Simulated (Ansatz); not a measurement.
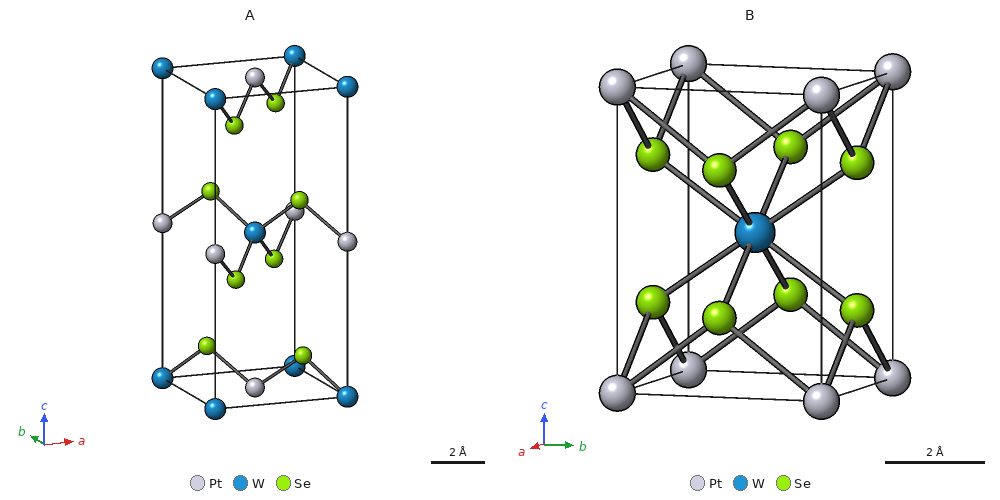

Two structures of PtWSe4, each relaxed to rest (conventional cells in solid outline, small ones repeated, not to one scale). Method: Ansatz, DFT PBE, scalar-relativistic, plane waves, PAW, without spin polarisation.

> What structure does each panel show?

A: 12 atoms a cell on a body-centred tetragonal lattice, I-42m. B: 6 atoms a cell on a primitive tetragonal lattice, P4/mmm.

> Which form lies lower?

A is lower, by 61 meV/atom at this level of theory (energies at zero smearing). Volumes: A 30.2, B 20.0 Å³/atom.

One or both may be structure types tried for this composition rather than known phases.
